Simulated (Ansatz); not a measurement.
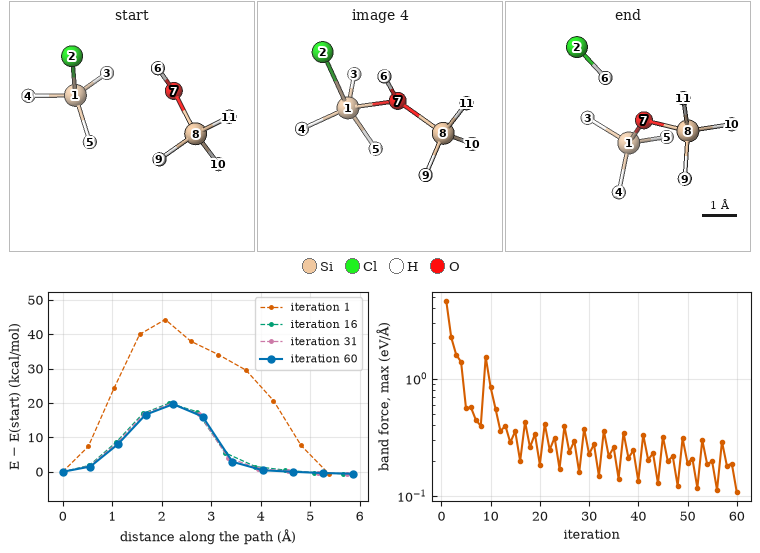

A search for the minimum-energy path of Si$_{2}$H$_{7}$OCl, made up of SiH₃Cl and SiH4O by the nudged elastic band. Images are numbered from 0 (start) to 10 (end). The plot follows the band through its iterations. Style: ball-and-stick. Shown at a tilt.

All numbers below come from RKS r2SCANh/cc-pVDZ (Ansatz 0.2.0). Run with 9 movable images; climbing image; force threshold 0.03 eV/Å; iteration limit 60; optimiser L-BFGS; starting path through a guess of the saddle point.

Question: How did the profile develop, and is the result final?

Answer: The result isn't final. The band hadn't converged when the run stopped after 60 iterations. The largest component of the band force went from 4.6 to 0.11 eV/Å. The barrier read from it is provisional, though the highest image hardly moved in the last two iterations. The first iteration put the highest image at 44.3 kcal/mol. The energy climbs by 19.7 kcal/mol to image 4 and then falls by 20.2 kcal/mol, so the end point sits at −0.6 kcal/mol.

Limits of the set-up: the start holds two separate molecules, 2.6 Å apart at their closest, whose relative position is a soft coordinate and is computed without a dispersion correction.

The run took 33 min on 4 threads of Arm Neoverse N1 (shared host), peak memory 0.3 GiB.
